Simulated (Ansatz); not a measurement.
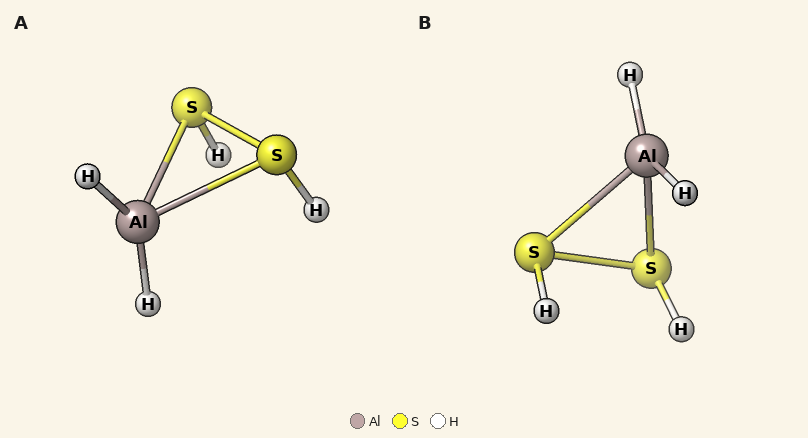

Atoms fade into the background with distance from the viewer. State: charge +1, singlet. The geometry was computed by an optimisation with PBE0-D4/def2-TZVP. No frequency run is at hand to confirm it as a minimum.

### Are A and B the same structure? If not, how do they differ?

Yes. They are the same structure, AlH4S2 (charge +1), seen from two directions. With point group Cs it is achiral, so its mirror image would be the same too.
